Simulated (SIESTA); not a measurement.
Band structure of MgTe (F-43m, 2 atoms in the cell).

```
MgTe
1.0
    0.00000     3.21000     3.21000
    3.21000     0.00000     3.21000
    3.21000     3.21000     0.00000
Mg Te
1 1
Direct
  0.00000   0.00000   0.00000
  0.25000   0.25000   0.25000
```

Computed with GGA PBE, numerical atomic orbitals DZP, PseudoDojo PBE standard norm-conserving potentials (rewritten from UPF to PSML) (SIESTA).

Settings: XC.functional = GGA; XC.authors = PBE; potentials = PseudoDojo PBE standard; PAO.BasisSize = DZP; PAO.EnergyShift = 0.01 Ry; MeshCutoff = 300 Ry; kgrid.MonkhorstPack = 7 7 7; OccupationFunction = FD; ElectronicTemperature = 50 meV; MaxSCFIterations = 150; SCF.Mixer.Method = Pulay; SCF.Mixer.Weight = 0.2; SCF.Mixer.History = 8; SCF.DM.Tolerance = 1.0E-04.

The starting cell has typed, rounded lattice constants, without a prior relaxation at this level. Spin-orbit coupling is off. Values carry the incompleteness of an atom-centred basis.

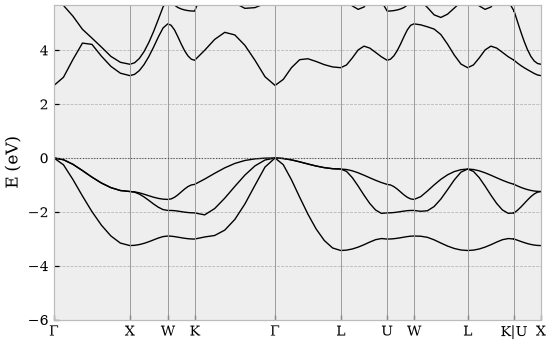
Figure. Bands along the path, energies from the top of the valence band on the path.

### Question
Read off roughly the gap and where its edges lie.

### Answer
The gap along the path is about 2.7 eV (computed: 2.69 eV), direct at Γ to within 0.01 eV.

Levels in eV from the top of the valence band on the path, bands 10 to 14:
```
point      10     11     12     13    14
-----  ------  -----  -----  -----  ----
Γ      -10.32   0.00   0.00   0.00  2.69
X       -9.41  -3.25  -1.24  -1.24  3.05
W       -9.42  -2.89  -1.95  -1.54  4.97
K       -9.44  -3.01  -2.04  -0.98  3.62
L       -9.65  -3.43  -0.41  -0.41  3.35
U       -9.44  -3.01  -2.04  -0.98  3.62
```

Higher empty bands are left out: an atom-centred basis made for the valence describes them poorly.
